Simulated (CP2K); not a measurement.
# SiN2H5 (SMILES [NH][SiH2]N): a first try and a second

Wanted: energy and gradient of SiN2H5, GFN1-xTB.

Program for the calculation: CP2K 2026.2.

1 further run of the same task is left out (set aside as unsound or not needed).

**1. Starting point**

The species is SiN2H5 (8 atoms), meant as a doublet with charge 0. SMILES: `[NH][SiH2]N`. The coordinates come from a GFN2-xTB relaxation. This is one conformer, not always the lowest.

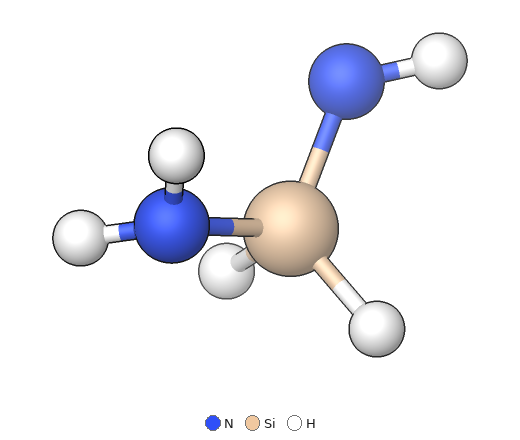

The structure, seen from a chosen angle (nitrogen blue, silicon light orange, hydrogen white).

**2. The input as first written**

molecule.inp

```
&FORCE_EVAL
  METHOD QUICKSTEP
  &DFT
    CHARGE 0
    MULTIPLICITY 2
    UNRESTRICTED_KOHN_SHAM T
    &QS
      METHOD XTB
      EPS_DEFAULT 1.0E-10
      &XTB
        GFN_TYPE TBLITE
        &TBLITE
          METHOD GFN1
        &END TBLITE
        CHECK_ATOMIC_CHARGES F
      &END XTB
    &END QS
    &POISSON
      PERIODIC NONE
      POISSON_SOLVER ANALYTIC
    &END POISSON
    &SCF
      SCF_GUESS ATOMIC
      EPS_SCF 1.0E-07
      MAX_SCF 150
      ADDED_MOS 4
      &DIAGONALIZATION
        ALGORITHM STANDARD
      &END DIAGONALIZATION
      &MIXING
        METHOD DIRECT_P_MIXING
        ALPHA 0.4
      &END MIXING
    &END SCF
    &PRINT
      &MOMENTS
        PERIODIC F
        REFERENCE COM
        MAX_MOMENT 1
      &END MOMENTS
      &MO ON
        ENERGIES T
        OCCUPATION_NUMBERS T
        NDIGITS 6
        &EACH
          QS_SCF 0
        &END EACH
        ADD_LAST NUMERIC
      &END MO
      &HIRSHFELD OFF
      &END HIRSHFELD
    &END PRINT
  &END DFT
  &SUBSYS
    &CELL
      ABC [angstrom] 13 13.2 12.7
      PERIODIC NONE
    &END CELL
    &COORD
      SCALED T
      N    0.41844192   0.54951402   0.55034252
      Si   0.54024038   0.54605038   0.50773307
      N    0.59576885   0.43072159   0.54343228
      H    0.38555038   0.61107083   0.58292283
      H    0.54023115   0.54575114   0.39179370
      H    0.61444962   0.62146629   0.54634016
      H    0.56783346   0.39633144   0.60820630
      H    0.60983808   0.37853371   0.48752205
    &END COORD
  &END SUBSYS
  &PRINT
    &FORCES ON
    &END FORCES
  &END PRINT
&END FORCE_EVAL

&GLOBAL
  PROJECT_NAME molecule
  RUNTYPE ENERGY_FORCE
  PRINT_LEVEL MEDIUM
&END GLOBAL
```

The run is started by

```sh
OMP_NUM_THREADS=1 cp2k.psmp -i molecule.inp > molecule.out 2>&1
```

The log of the run:

```text
Possible matches for unknown keyword

 RUNTYPE

   keyword RUN_TYPE in section %__ROOT__%GLOBAL score:  109
   enum RTP in section %__ROOT__%GLOBAL for keyword RUN_TYPE score:  106
   enum AUTO in section %__ROOT__%GLOBAL for keyword ELPA_KERNEL score:  105
   enum NONE in section %__ROOT__%GLOBAL for keyword RUN_TYPE score:  105
   enum PINT in section %__ROOT__%GLOBAL for keyword RUN_TYPE score:  105

 *******************************************************************************
 *   ___                                                                       *
 *  /   \                                                                      *
 * [ABORT]                                                                     *
 *  \___/           found an unknown keyword RUNTYPE in section GLOBAL         *
 *    |                                                                        *
 *  O/|                                                                        *
 * /| |                                                                        *
 * / \                                               input/input_parsing.F:253 *
 *******************************************************************************

 ===== Routine Calling Stack =====

            3 section_vals_parse
            2 section_vals_parse
            1 read_input
```

Run time: 0.95 s. Hardware: 1 thread of Intel Xeon 6975P-C (Granite Rapids), shared host; peak memory 0.16 GiB.

**3. Diagnosis**

The program refused the input.

The telling line is `Possible matches for unknown keyword`. What is wrong: the input text is malformed or holds a word that the program doesn't know.

**4. The mended input**

molecule.inp

```
&GLOBAL
   PROJECT molecule
   RUN_TYPE ENERGY_FORCE
   PRINT_LEVEL MEDIUM
&END GLOBAL

&FORCE_EVAL
   METHOD Quickstep
   &DFT
      MULTIPLICITY 2
      UNRESTRICTED_KOHN_SHAM T
      &QS
         METHOD XTB
         EPS_DEFAULT 1.0E-10
         &XTB
            GFN_TYPE TBLITE
            &TBLITE
               METHOD GFN1
            &END TBLITE
            CHECK_ATOMIC_CHARGES F
         &END XTB
      &END QS
      &POISSON
         PERIODIC NONE
         POISSON_SOLVER ANALYTIC
      &END POISSON
      &SCF
         SCF_GUESS ATOMIC
         EPS_SCF 1.0E-07
         MAX_SCF 150
         ADDED_MOS 4
         &DIAGONALIZATION
            ALGORITHM STANDARD
         &END DIAGONALIZATION
         &MIXING
            METHOD DIRECT_P_MIXING
            ALPHA 0.4
         &END MIXING
      &END SCF
      &PRINT
         &MOMENTS
            PERIODIC F
            REFERENCE COM
            MAX_MOMENT 1
         &END MOMENTS
         &MO ON
            ENERGIES T
            OCCUPATION_NUMBERS T
            NDIGITS 6
            &EACH
               QS_SCF 0
            &END EACH
            ADD_LAST NUMERIC
         &END MO
         &HIRSHFELD OFF
         &END HIRSHFELD
      &END PRINT
   &END DFT
   &SUBSYS
      &CELL
         ABC 13 13.2 12.7
         PERIODIC NONE
      &END CELL
      &COORD
         SCALED T
         N    0.41844192   0.54951402   0.55034252
         Si   0.54024038   0.54605038   0.50773307
         N    0.59576885   0.43072159   0.54343228
         H    0.38555038   0.61107083   0.58292283
         H    0.54023115   0.54575114   0.39179370
         H    0.61444962   0.62146629   0.54634016
         H    0.56783346   0.39633144   0.60820630
         H    0.60983808   0.37853371   0.48752205
      &END COORD
   &END SUBSYS
   &PRINT
      &FORCES ON
      &END FORCES
   &END PRINT
&END FORCE_EVAL
```

The run is started by

```sh
OMP_NUM_THREADS=1 cp2k.psmp -i molecule.inp -o molecule.out
```

The log of the run:

```text
CP2K| version string:                                       CP2K version 2026.2
[...]
 GLOBAL| Method name                                                        CP2K
[...]
 GLOBAL| Run type                                                   ENERGY_FORCE
[...]
                             - Atoms:                                          8
[...]
                             - Spherical basis functions:                     27
[...]
 Number of electrons:                                                         10
[...]
  *** SCF run converged in    20 steps ***
[...]
  Fermi energy:                                                -0.39342729031466
[...]
 TB_DIPOLE| Moment [Debye]          0.34400956      -0.55494222       0.24698119
 TB_DIPOLE| Derivative [a.u.]       0.00000000       0.00000000       0.00000000
[...]
 ENERGY| Total FORCE_EVAL ( QS ) energy [hartree]            -10.953904892304905
 FORCES| Atomic forces [hartree/bohr]
 FORCES|   Atom     x               y               z               |f|
 FORCES|      1  2.67393603E-03  9.57928575E-03 -2.71072124E-03   1.03082811E-02
 FORCES|      2  1.84187798E-02 -3.02180491E-04 -1.02739505E-02   2.10925774E-02
 FORCES|      3 -1.04237184E-02  3.70069806E-03 -3.33463695E-03   1.15528730E-02
 FORCES|      4 -9.64268536E-03 -2.06553267E-03  5.06900665E-03   1.10879500E-02
 FORCES|      5 -2.63026934E-03  5.76498393E-04  8.57189284E-03   8.98487696E-03
 FORCES|      6 -6.78332663E-03 -2.91609067E-03 -1.80127728E-03   7.60011216E-03
 FORCES|      7  4.22471121E-03 -4.26838165E-03  2.97253782E-03   6.70098857E-03
 FORCES|      8  4.16257272E-03 -4.30429673E-03  1.50714871E-03   6.17458332E-03
 FORCES| Sum    -2.16840434E-17  1.04950770E-16  2.38524478E-17
 FORCES| Total atomic force                                       1.09789805E-16
[...]
```

It took 0.97 s on 1 thread of Intel Xeon 6975P-C (Granite Rapids), shared host; peak memory 0.19 GiB.

**5. What came out**

At GFN1-xTB:

| quantity | value |
| --- | --- |
| total energy | -10.95390 Eh |
| dipole moment (from atomic charges alone) | 0.70 D |
| HOMO energy (highest over α and β) | -10.91 eV |
| LUMO energy (lowest over α and β) | -10.50 eV |
| largest force on an atom | 1.085 eV/Å |

The dipole comes from point charges on the atoms alone, without atomic dipoles, so it is partial. The largest force is 1.08 eV/Å: the shape isn't a stationary point for this species at this level.
